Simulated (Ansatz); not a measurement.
**Geometry relaxation, with input and output: BNH$_{4}$F (part 1 of 2)**

BNH$_{4}$F, multiplicity 2, computed with UKS PBE-D4/def2-SVP (Ansatz 0.2.0).

The run did not end well. The input holds or restrains some coordinates. It belongs to a series of runs on one base structure; here: pulled along the bonds that form and break, towards end B.

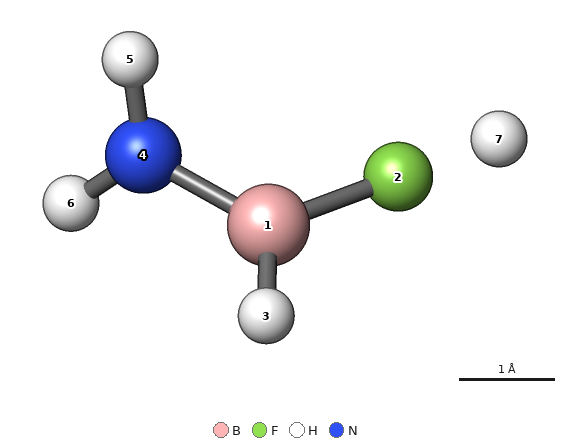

Fig. 1: The structure as given in the input (ball-and-stick view, seen at a tilt; atoms are numbered from 1 in the order of the input). Bond lengths as drawn: B–F 1.57 Å, B–H 1.19 Å, B–N 1.55 Å and H–N 1.06 Å.

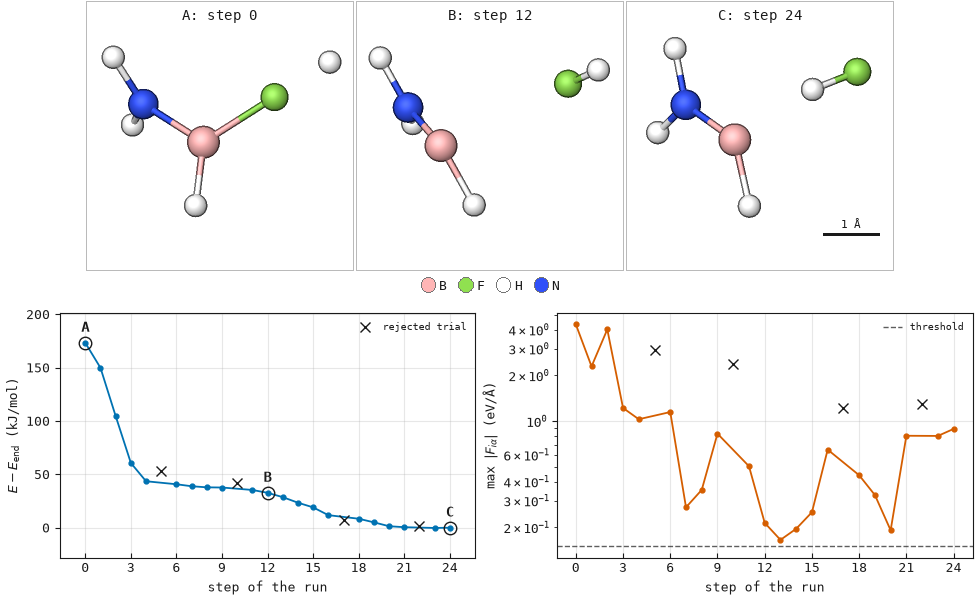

Fig. 2: Frames of the restrained relaxation (ball-and-stick view, seen at a tilt) above the curves, on which the letters mark them (the first geometry is step 0 here and step 1 in the log).

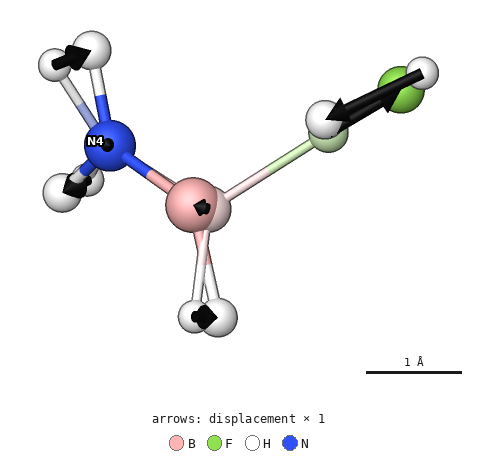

Fig. 3: Start (faint) and end (solid) with the displacements as black arrows, at true length (ball-and-stick view, seen at a tilt). The two geometries are laid on each other by the best rigid fit. The relaxation stopped without meeting its thresholds, so the last structure isn't shown to be converged. H7 moves most after the best rigid fit: 1.13 Å. By element the largest moves are H 1.13 Å, F 0.89 Å, B 0.18 Å, N 0.11 Å. Among the contacts that change: B1–F2 1.570 → 2.525 Å, F2–H7 1.220 → 0.949 Å, B1–N4 1.550 → 1.376 Å, N4–H5 1.060 → 1.022 Å. New bonds form: F2–H7 (1.22 → 0.95 Å). Bonds break: B1–F2 (1.57 → 2.53 Å). Among the angles that change: H3–B1–N4 120.0° → 127.6°, H5–N4–H6 120.0° → 113.0°, B1–N4–H5 120.0° → 123.9°. Over 24 geometry steps the energy falls by 173.3 kJ/mol. The largest force component goes from 4.3 to 0.89 eV/Å. The line search rejected the trial steps at points 5, 10, 17, 22 (counted from 0) and went back. (Atoms are counted from 1 in the order of the input.)

These pictures come from the run below.

### Input file
```yaml
crystal:
  periodic: [false, false, false]
  atoms:
    - { symbol: B, position_ang: [0.0, 0.0, 0.0] }
    - { symbol: F, position_ang: [0.0, 0.0, 1.57] }
    - { symbol: H, position_ang: [1.0305, 0.0, -0.595] }
    - { symbol: "N", position_ang: [-1.3423, 0.0, -0.775] }
    - { symbol: H, position_ang: [-2.0112, -0.8164, -0.6764] }
    - { symbol: H, position_ang: [-1.5914, 0.8164, -1.4036] }
    - { symbol: H, position_ang: [0.0, 0.0, 2.79] }
magnetization:
  spin_polarized: true
  initial_magnetization: 1
basis:
  gaussian: { orbitals: def2-SVP }
hamiltonian:
  xc: pbe
  dispersion: d4
relax:
  f_tol: 0.15
  max_steps: 25
  restrain:
    - { distance: [1, 6], at: 0.92, k: 30.0 }
    - { distance: [0, 1], at: 2.52, k: 30.0 }
```

Launch command:
```bash
ansatz run input.yaml --threads 1 --pin off --max-ram 2048MiB --backend cpu --events-out ev --progress --plain --runs-dir out
```

### Log
```
The last accepted step is kept in [file] (removed where the run ends without a failure and the disk answers)
Engine: ansatz 0.2.0, aarch64-unknown-linux-gnu
Functional definition: PBE
  parameter kappa = 0.804
  parameter beta = 0.06672455060314922
  exchange = pbe_x(kappa = kappa, mu = beta*pi^2/3)
  correlation = pbe_c(beta = beta)
706 factors; their error is unknown
mean field evaluation 1: about -4925.3620 eV, gradient 4.3e1 eV
mean field evaluation 2: about -4867.0190 eV, gradient 9.3e1 eV
mean field evaluation 4: about -4935.0392 eV, gradient 1.4e1 eV
mean field evaluation 8: about -4935.9171 eV, gradient 6.9e-1 eV
mean field evaluation 16: about -4935.8910 eV, gradient 1.9e-3 eV
mean field -4935.89098795 eV, -181.3906481402 hartree, gradient 4.9e-5 eV, S^2 0.754543; 1 other end points of the search recorded, 0 dependent functions left out
the calculation of the forces begins
reference -4935.89102508 eV, -181.3906495047 hartree; 13, 12 occupied and 49, 50 virtual orbitals, 706 factors
relax step   1: F+E_penalty+E_count = -4935.95487263 eV  Δ(F+E_penalty+E_count) = +0.000e0 eV  max|allowed force component| = 4.339e0 eV/Å  E_restraint = 14.88750000 eV  max|allowed force component, restraints' pulls added| = 3.316e1 eV/Å  Δτ_max = 0.0000 Å  (47 SCF iters, accepted)
  distance F 1 - H 6 = 1.2200 Å
  distance B 0 - F 1 = 1.5700 Å
these checks for a lower state are left out or cut short: starts, cluster_reference, orbital_swaps, neighbouring_geometries, increment
706 factors; their error is unknown
mean field evaluation 32: about -4936.1317 eV, gradient 1.5e-5 eV
mean field -4936.13171343 eV, -181.3994946384 hartree, gradient 1.6e-5 eV, S^2 0.755972; 0 other end points of the search recorded, 0 dependent functions left out
[... from here on the field's lines of each further geometry are left out, up to the last ...]
relax step   2: F+E_penalty+E_count = -4936.19792059 eV  Δ(F+E_penalty+E_count) = -2.430e-1 eV  max|allowed force component| = 2.294e0 eV/Å  E_restraint = 5.76439683 eV  max|allowed force component, restraints' pulls added| = 2.473e1 eV/Å  Δτ_max = 0.1918 Å  (37 SCF iters, accepted)
relax step   3: F+E_penalty+E_count = -4936.66657069 eV  Δ(F+E_penalty+E_count) = -4.687e-1 eV  max|allowed force component| = 4.015e0 eV/Å  E_restraint = 0.90914551 eV  max|allowed force component, restraints' pulls added| = 7.608e0 eV/Å  Δτ_max = 0.1949 Å  (36 SCF iters, accepted)
relax step   4: F+E_penalty+E_count = -4937.12203219 eV  Δ(F+E_penalty+E_count) = -4.555e-1 eV  max|allowed force component| = 1.222e0 eV/Å  E_restraint = 0.02401394 eV  max|allowed force component, restraints' pulls added| = 1.312e0 eV/Å  Δτ_max = 0.1945 Å  (31 SCF iters, accepted)
relax step   5: F+E_penalty+E_count = -4937.29941451 eV  Δ(F+E_penalty+E_count) = -1.774e-1 eV  max|allowed force component| = 1.030e0 eV/Å  E_restraint = 0.03360910 eV  max|allowed force component, restraints' pulls added| = 1.531e0 eV/Å  Δτ_max = 0.1945 Å  (35 SCF iters, accepted)
relax step   6: F+E_penalty+E_count = -4937.20391275 eV  Δ(F+E_penalty+E_count) = +9.550e-2 eV  max|allowed force component| = 2.960e0 eV/Å  E_restraint = 0.12017623 eV  max|allowed force component, restraints' pulls added| = 5.797e0 eV/Å  Δτ_max = 0.1932 Å  (34 SCF iters, rejected (line search))
relax step   7: F+E_penalty+E_count = -4937.32861224 eV  Δ(F+E_penalty+E_count) = -2.920e-2 eV  max|allowed force component| = 1.149e0 eV/Å  E_restraint = 0.00350303 eV  max|allowed force component, restraints' pulls added| = 1.589e0 eV/Å  Δτ_max = 0.0924 Å  (29 SCF iters, accepted)
relax step   8: F+E_penalty+E_count = -4937.34781488 eV  Δ(F+E_penalty+E_count) = -1.920e-2 eV  max|allowed force component| = 2.714e-1 eV/Å  E_restraint = 0.00253647 eV  max|allowed force component, restraints' pulls added| = 1.520e-1 eV/Å  Δτ_max = 0.0594 Å  (28 SCF iters, accepted)
relax step   9: F+E_penalty+E_count = -4937.35851216 eV  Δ(F+E_penalty+E_count) = -1.070e-2 eV  max|allowed force component| = 3.535e-1 eV/Å  E_restraint = 0.00144930 eV  max|allowed force component, restraints' pulls added| = 1.825e-1 eV/Å  Δτ_max = 0.0617 Å  (30 SCF iters, accepted)
relax step  10: F+E_penalty+E_count = -4937.36023089 eV  Δ(F+E_penalty+E_count) = -1.719e-3 eV  max|allowed force component| = 8.281e-1 eV/Å  E_restraint = 0.00033331 eV  max|allowed force component, restraints' pulls added| = 8.596e-1 eV/Å  Δτ_max = 0.0369 Å  (30 SCF iters, accepted)
relax step  11: F+E_penalty+E_count = -4937.31728030 eV  Δ(F+E_penalty+E_count) = +4.295e-2 eV  max|allowed force component| = 2.382e0 eV/Å  E_restraint = 0.09366926 eV  max|allowed force component, restraints' pulls added| = 4.168e0 eV/Å  Δτ_max = 0.1951 Å  (35 SCF iters, rejected (line search))
relax step  12: F+E_penalty+E_count = -4937.38402423 eV  Δ(F+E_penalty+E_count) = -2.379e-2 eV  max|allowed force component| = 5.058e-1 eV/Å  E_restraint = 0.00050488 eV  max|allowed force component, restraints' pulls added| = 4.265e-1 eV/Å  Δτ_max = 0.0973 Å  (30 SCF iters, accepted)
relax step  13: F+E_penalty+E_count = -4937.41184717 eV  Δ(F+E_penalty+E_count) = -2.782e-2 eV  max|allowed force component| = 2.144e-1 eV/Å  E_restraint = 0.00400826 eV  max|allowed force component, restraints' pulls added| = 4.941e-1 eV/Å  Δτ_max = 0.0999 Å  (30 SCF iters, accepted)
relax step  14: F+E_penalty+E_count = -4937.45377920 eV  Δ(F+E_penalty+E_count) = -4.193e-2 eV  max|allowed force component| = 1.657e-1 eV/Å  E_restraint = 0.00332616 eV  max|allowed force component, restraints' pulls added| = 4.397e-1 eV/Å  Δτ_max = 0.1500 Å  (35 SCF iters, accepted)
relax step  15: F+E_penalty+E_count = -4937.50779328 eV  Δ(F+E_penalty+E_count) = -5.401e-2 eV  max|allowed force component| = 1.961e-1 eV/Å  E_restraint = 0.00396106 eV  max|allowed force component, restraints' pulls added| = 3.508e-1 eV/Å  Δτ_max = 0.2000 Å  (34 SCF iters, accepted)
relax step  16: F+E_penalty+E_count = -4937.55315154 eV  Δ(F+E_penalty+E_count) = -4.536e-2 eV  max|allowed force component| = 2.520e-1 eV/Å  E_restraint = 0.00800435 eV  max|allowed force component, restraints' pulls added| = 7.249e-1 eV/Å  Δτ_max = 0.2000 Å  (30 SCF iters, accepted)
relax step  17: F+E_penalty+E_count = -4937.62879065 eV  Δ(F+E_penalty+E_count) = -7.564e-2 eV  max|allowed force component| = 6.503e-1 eV/Å  E_restraint = 0.00236738 eV  max|allowed force component, restraints' pulls added| = 3.020e-1 eV/Å  Δτ_max = 0.2000 Å  (35 SCF iters, accepted)
relax step  18: F+E_penalty+E_count = -4937.67205325 eV  Δ(F+E_penalty+E_count) = -4.326e-2 eV  max|allowed force component| = 1.227e0 eV/Å  E_restraint = 0.07639661 eV  max|allowed force component, restraints' pulls added| = 3.114e0 eV/Å  Δτ_max = 0.1954 Å  (35 SCF iters, rejected (line search))
relax step  19: F+E_penalty+E_count = -4937.66349241 eV  Δ(F+E_penalty+E_count) = -3.470e-2 eV  max|allowed force component| = 4.412e-1 eV/Å  E_restraint = 0.00530840 eV  max|allowed force component, restraints' pulls added| = 1.962e-1 eV/Å  Δτ_max = 0.0961 Å  (30 SCF iters, accepted)
relax step  20: F+E_penalty+E_count = -4937.69847805 eV  Δ(F+E_penalty+E_count) = -3.499e-2 eV  max|allowed force component| = 3.269e-1 eV/Å  E_restraint = 0.01148222 eV  max|allowed force component, restraints' pulls added| = 5.037e-1 eV/Å  Δτ_max = 0.1000 Å  (30 SCF iters, accepted)
relax step  21: F+E_penalty+E_count = -4937.73618945 eV  Δ(F+E_penalty+E_count) = -3.771e-2 eV  max|allowed force component| = 1.918e-1 eV/Å  E_restraint = 0.02483847 eV  max|allowed force component, restraints' pulls added| = 9.175e-1 eV/Å  Δτ_max = 0.1451 Å  (30 SCF iters, accepted)
relax step  22: F+E_penalty+E_count = -4937.74563799 eV  Δ(F+E_penalty+E_count) = -9.449e-3 eV  max|allowed force component| = 8.024e-1 eV/Å  E_restraint = 0.01579783 eV  max|allowed force component, restraints' pulls added| = 2.376e-1 eV/Å  Δτ_max = 0.1999 Å  (35 SCF iters, accepted)
relax step  23: F+E_penalty+E_count = -4937.73170278 eV  Δ(F+E_penalty+E_count) = +1.394e-2 eV  max|allowed force component| = 1.298e0 eV/Å  E_restraint = 0.00856716 eV  max|allowed force component, restraints' pulls added| = 7.405e-1 eV/Å  Δτ_max = 0.0611 Å  (29 SCF iters, rejected (line search))
the calculation of the forces begins
reference -4937.68750506 eV, -181.4566689263 hartree; 13, 12 occupied and 49, 50 virtual orbitals, 706 factors
relax step  24: F+E_penalty+E_count = -4937.75311343 eV  Δ(F+E_penalty+E_count) = -7.475e-3 eV  max|allowed force component| = 8.002e-1 eV/Å  E_restraint = 0.01697899 eV  max|allowed force component, restraints' pulls added| = 1.705e-1 eV/Å  Δτ_max = 0.0305 Å  (29 SCF iters, accepted)
  distance F 1 - H 6 = 0.9530 Å
  distance B 0 - F 1 = 2.5267 Å
these checks for a lower state are left out or cut short: starts, cluster_reference, orbital_swaps, neighbouring_geometries, increment
706 factors; their error is unknown
mean field -4937.68480111 eV, -181.4565695578 hartree, gradient 2.4e-5 eV, S^2 0.752738; 0 other end points of the search recorded, 0 dependent functions left out
the calculation of the forces begins
reference -4937.68483057 eV, -181.4565706405 hartree; 13, 12 occupied and 49, 50 virtual orbitals, 706 factors
relax step  25: F+E_penalty+E_count = -4937.75071576 eV  Δ(F+E_penalty+E_count) = +2.398e-3 eV  max|allowed force component| = 8.899e-1 eV/Å  E_restraint = 0.01323812 eV  max|allowed force component, restraints' pulls added| = 2.183e-1 eV/Å  Δτ_max = 0.0743 Å  (28 SCF iters, accepted)
  distance F 1 - H 6 = 0.9493 Å
  distance B 0 - F 1 = 2.5250 Å
Unfinished report: {"positions_ang":[[-0.04110245430656052,-0.1346915223873289,-0.0670071817218459],[-0.20482640297801508,0.2985429844151739,2.4151614045676784],[1.0250528920946187,0.3291765852738936,-0.41849678233831455],[-1.2415981041111124,-0.08211610279487597,-0.7368918061056169],[-2.103835634675403,-0.5120801521459755,-0.39706670355312346],[-1.3665957719586344,0.4243462719455261,-1.6191540996250398],[0.0185054759351071,-0.32317806430641316,1.7334551687762618]],"unchecked":["starts","cluster_reference","orbital_swaps","neighbouring_geometries","increment"],"mean_field":{"relativity":"none","state":{"energy":{"ev":-4937.684830570039,"hartree":-181.4565706404628},"converged":true,"gradient_ev":0.000023566347258458287,"stability":{"kind":"minimum","curvature_ev":14.474407863617738},"curvature_floor_ev":0.00030000000000000003,"spin_squared":0.7527383127262084},"others":[],"fillings":{"estimated":0,"unestimated":0,"tried":0,"untried":0,"excluded_magnetic_sites":0},"n_dropped_functions":0,"n_trapped_functions":0,"passes":{"evaluations":4,"products":24},"factors":{"origin":"density fitting in generated functions","count":706,"bound_ev":null},"gradient_stop_ev":0.00009,"reference_kind":"stationary","functional":{"name":"PBE","citations":["Perdew, Burke & Ernzerhof, Phys. Rev. Lett. 77, 3865 (1996) doi:10.1103/PhysRevLett.77.3865"],"text":"name \"PBE\"\ncite \"Perdew, Burke & Ernzerhof, Phys. Rev. Lett. 77, 3865 (1996) doi:10.1103/PhysRevLett.77.3865\"\nparent pbe\nparameter kappa = 0.804\nparameter beta = 0.06672455060314922\nexchange = pbe_x(kappa = kappa, mu = beta*pi^2/3)\ncorrelation = pbe_c(beta = beta)\n","parameters":{"beta":{"value":0.06672455060314922,"default":0.06672455060314922},"kappa":{"value":0.804,"default":0.804}},"final_grid":{"core_spheres":13.0,"valence_spheres":11.0,"degree":36.0},"final_grid_parameter_source":"default","radial_points_factor":1.0,"radial_grid_error_ev":3.125828648923977e-7,"grid_sensitivity":"normal","grid_sensitivity_ratio":0.001870803151768979},"unsmoothed_excess_ev":-0.000029460631964551422,"symmetry":{"irreps":["A"],"axes":[[0.9992685850945098,0.025513187771384564,0.028484593958112883],[-0.025293898764154114,0.9996477865748736,-0.008032526455884358],[-0.028679496657459155,0.007306164910391237,0.9995619572721728]],"occupied":[{"A":13},{"A":12}]},"density_repulsion":{"missed_ev":0.00005196645051473419,"excess_ev":0.00005196645051473419,"most_excess_ev":0.000325,"are_drawn_again":false,"n_first_factors":706,"energy_change_ev":0.0,"n_dropped_ends":0},"direct_passes":"host"},"factors":{"origin":"density fitting in generated functions","count":706,"bound_ev":null},"n_frozen":0,"n_occupied":[13,12],"n_virtual":[49,50],"reference":{"ev":-4937.684830570039,"hartree":-181.4565706404628},"dispersion":{"energy":{"ev":-0.06591465398966025,"hartree":-0.0024223188555628473},"switches_in_reach":[]},"total":{"ev":-4937.750745224028,"hartree":-181.45899295931832},"forces_ev_per_angstrom":[[0.2280327453257671,-0.06066789892837195,-0.11620627738660708],[-0.23663401441898116,0.7039777276822665,0.8898704776431889],[-0.05700158393354236,0.006749299119511739,0.02845622831075017],[-0.09455663602019396,-0.003014638577933746,-0.04412474281678078],[-0.01981200920101244,0.0027503740532208733,0.019869820758610122],[-0.023678358890710058,0.021100605652033762,-0.04021668312750936],[0.2036498571386956,-0.6708954690012962,-0.7376488233797328]],"charge_distribution":{"dipole_moment_e_ang":[-0.374560077422648,-0.1248884823597029,-0.6203199236342057],"mulliken_charges_e":[-0.287576916781612,-0.19439879386944625,0.017178606814460484,-0.030544636346654386,0.14490702042293246,0.13109510403193658,0.21933961572835847],"lowdin_charges_e":[-0.29515654503746,0.09305101250951076,-0.026444074690616493,0.31338141732870106,0.03377905892870792,0.03357698448195501,-0.15218785352077946]},"n_threads":1,"memory_gib":1.7045454550534487,"seconds":{"hamiltonian":1.7029170219999998,"orbitals":0.0,"second_order":0.0,"solver_start":0.0,"cycles":0.0,"cycle":0.0,"perturbative":0.0,"full_ci_increment":0.0,"forces":0.0}}
this run last wrote the structure of step 25 to [file]
Error: geometry relaxation did not converge after 25 steps: max|allowed force component| = 8.90e-1 eV/Å without the restraints, 2.18e-1 eV/Å with the forces of `relax.restrain` added, the figure compared with `relax.f_tol` (threshold 1.5e-1). Raise `relax.max_steps` over both its present limit and 25, loosen `relax.f_tol`, or start from a geometry closer to equilibrium; or lower a very stiff `relax.restrain[].k`, which can take fewer steps but ends farther from `at`. Where this run's directory can be resumed (`checkpoint.write`), a resume goes on for up to `relax.max_steps` more
```
